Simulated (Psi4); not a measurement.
# CH4Si (SMILES C[SiH]): HF/STO-3G

What is the vertical singlet–triplet gap of CH4Si at HF/STO-3G? 

Program for the calculation: Psi4 1.11.

1 further run of the same task is left out (set aside as unsound or not needed).

## Step 1: Starting point

CH4Si: 6 atoms, total charge 0, spin state singlet. SMILES: `C[SiH]`. The coordinates come from a PBE0-D4/def2-TZVP relaxation.

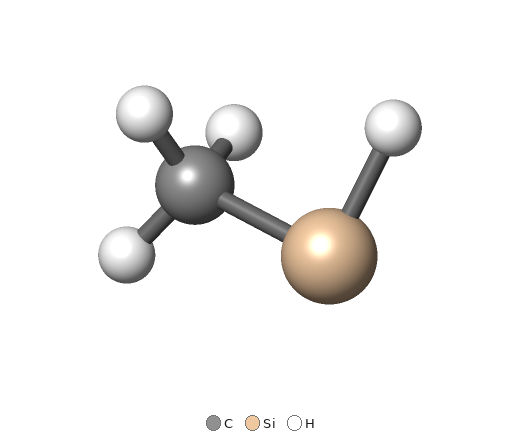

Viewed from a chosen angle; carbon grey, silicon light orange, hydrogen white.

## Step 2: The energy at HF/STO-3G

ch4si.xyz reads:

```xyz
6
CH4Si
C     -0.093500    -0.366000    -0.370300
Si     0.917300     0.209800     1.122300
H     -1.156900    -0.410100    -0.102200
H      0.215000    -1.335600    -0.763000
H     -0.024000     0.382000    -1.170800
H      0.142200     1.520000     1.284000
```

ch4si_ase.py reads:

```python
import numpy as np
from ase.calculators.psi4 import Psi4
from ase.io import read

atoms = read('ch4si.xyz')
calc = Psi4(atoms=atoms, method='hf', basis='STO-3G', memory='2200MB', num_threads=1, charge=0, multiplicity=1, label='ch4si', reference='rhf')
calc.psi4.set_options({'puream': True, 'e_convergence': 1e-09, 'd_convergence': 1e-08, 'scf_type': 'pk'})
atoms.calc = calc

print(f'energy: {atoms.get_potential_energy():.6f} eV')
```

On the command line:

```bash
python ch4si_ase.py
```

ch4si.dat, shortened:

```text
[...]
  Running in c1 symmetry.
[...]
  Nuclear repulsion =   48.603693658180966
[...]
  Multiplicity = 1
[...]
  Nalpha       = 12
  Nbeta        = 12
[...]
    Number of basis functions: 18
[...]
   @RHF iter   1:  -325.26027764909321   -2.02947e+00   2.95057e-03 DIIS/ADIIS
[...]
   @RHF iter   8:  -325.26360874121150   -5.68434e-13   3.77929e-09 DIIS
[...]
    Orbital Energies [Eh]
    ---------------------
    Doubly Occupied:
       1A    -67.897938     2A    -10.958608     3A     -5.897505
       4A     -3.915642     5A     -3.914294     6A     -3.913291
       7A     -0.878936     8A     -0.574088     9A     -0.500491
      10A     -0.493654    11A     -0.353635    12A     -0.221689
[...]
  @RHF Final Energy:  -325.26360874121150
   => Energetics <=
    Nuclear Repulsion Energy =             48.6036936581809655
    One-Electron Energy =                -548.6950626064740391
    Two-Electron Energy =                 174.8277602070815533
    Total Energy =                       -325.2636087412114989
[...]
 Multipole Moments:
 ------------------------------------------------------------------------------------
     Multipole            Electronic (a.u.)      Nuclear  (a.u.)        Total (a.u.)
 ------------------------------------------------------------------------------------
 L = 1.  Multiply by 2.5417464519 to convert [e a0] to [Debye]
 Dipole X            :          2.8292960           -2.7843295            0.0449665
 Dipole Y            :         -0.0329182            0.0109674           -0.0219508
 Dipole Z            :          2.9563551           -2.9256978            0.0306573
 Magnitude           :                                                    0.0586830
[...]
```

The script printed:

```text
energy: -8850.873617 eV
```

It took 1.8 s on 1 thread of AMD EPYC 7R43 (Zen 3), shared host; peak memory 0.19 GiB.

## Step 3: The triplet: energy and gradient at UHF/STO-3G

ch4si.xyz is that of step 2.

run.py reads:

```python
import psi4

psi4.set_memory('2200 MB')
psi4.set_num_threads(1)
psi4.core.set_output_file('ch4si.out', False)

with open('ch4si.xyz') as f:
    atoms = ''.join(f.readlines()[2:])
mol = psi4.geometry('0 3\n' + atoms + 'symmetry c1')

psi4.set_options({
    'basis': 'STO-3G',
    'reference': 'uhf',
    'puream': True,
    'e_convergence': 1e-09,
    'd_convergence': 1e-08,
    'scf_type': 'pk',
    'maxiter': 100,
})

E, wfn = psi4.gradient('scf', molecule=mol, return_wfn=True)
psi4.oeprop(wfn, 'LOWDIN_CHARGES', 'MULLIKEN_CHARGES', 'MAYER_INDICES', title='SCF')
print('gradient / Eh bohr^-1')
print(E.np.round(6))
print(f'energy = {wfn.energy():.10f} Eh')
```

On the command line:

```bash
python run.py
```

ch4si.out, shortened:

```text
[...]
  Running in c1 symmetry.
[...]
  Nuclear repulsion =   48.603693658180966
[...]
  Multiplicity = 3
[...]
  Nalpha       = 13
  Nbeta        = 11
[...]
    Number of basis functions: 18
[...]
   @UHF iter   1:  -325.21100631693702   -1.98020e+00   3.67824e-03 DIIS/ADIIS
[...]
   @UHF iter  14:  -325.21692035988980   -3.41061e-13   3.95131e-09 DIIS
[...]
   @S^2 Observed:                2.001992618E+00
[...]
  @UHF Final Energy:  -325.21692035988980
   => Energetics <=
    Nuclear Repulsion Energy =             48.6036936581809655
    One-Electron Energy =                -549.1044712462020243
    Two-Electron Energy =                 175.2838572281312679
    Total Energy =                       -325.2169203598897411
  UHF NO Occupations:
  HONO-2 :   11  A 1.9992561
  HONO-1 :   12  A 1.0000000
[...]
 Multipole Moments:
 ------------------------------------------------------------------------------------
     Multipole            Electronic (a.u.)      Nuclear  (a.u.)        Total (a.u.)
 ------------------------------------------------------------------------------------
 L = 1.  Multiply by 2.5417464519 to convert [e a0] to [Debye]
 Dipole X            :          3.2920499           -2.7843295            0.5077204
 Dipole Y            :         -0.2588467            0.0109674           -0.2478793
 Dipole Z            :          3.2741996           -2.9256978            0.3485018
 Magnitude           :                                                    0.6638356
[...]
  -Total Gradient:
     Atom            X                  Y                   Z
    ------   -----------------  -----------------  -----------------
       1       -0.004935475287     0.007745320962     0.001470552005
       2        0.051204047381    -0.050139238670     0.016170531238
       3       -0.011693807858     0.004575733175     0.001480271057
       4        0.006003910038    -0.005651548445     0.002044742165
       5       -0.003121255369     0.010574808205    -0.006342143876
       6       -0.037457418904     0.032894924774    -0.014823952588
[...]
  Mulliken Charges: (a.u.)
   Center  Symbol    Alpha    Beta     Spin     Total
       1     C     3.17086  3.16407  0.00679 -0.33493
       2    SI     7.76249  5.84948  1.91301  0.38803
       3     H     0.49020  0.47019  0.02001  0.03960
[...]
```

Standard output:

```text
gradient / Eh bohr^-1
[[-0.004935  0.007745  0.001471]
 [ 0.051204 -0.050139  0.016171]
 [-0.011694  0.004576  0.00148 ]
 [ 0.006004 -0.005652  0.002045]
 [-0.003121  0.010575 -0.006342]
 [-0.037457  0.032895 -0.014824]]
energy = -325.2169203599 Eh
```

It took 1.6 s on 1 thread of AMD EPYC 7R43 (Zen 3), shared host; peak memory 0.17 GiB.

## Step 4: Outcome

Level: HF/STO-3G.

| quantity | value |
| --- | --- |
| singlet: total energy | -325.26361 Eh |
| singlet: dipole moment | 0.15 D |
| singlet: HOMO energy | -6.03 eV |
| singlet: LUMO energy | 6.15 eV |
| singlet: HOMO–LUMO gap | 12.19 eV |
| triplet: total energy | -325.21692 Eh |
| triplet: dipole moment | 1.69 D |
| triplet: HOMO energy (highest over α and β) | -4.91 eV |
| triplet: LUMO energy (lowest over α and β) | 4.85 eV |
| triplet: ⟨S²⟩ | 2.002 |
| triplet: largest force on an atom | 3.778 eV/Å |
| vertical energy of the triplet above the singlet | 1.270 eV |

**Reading.** At this shape the triplet lies 1.27 eV (123 kJ/mol) above the singlet. In a minimal basis such a difference can be off by several eV, whatever the method. Mulliken charges (triplet) run from -0.33 on C1 to +0.39 on Si2; they depend strongly on the basis.
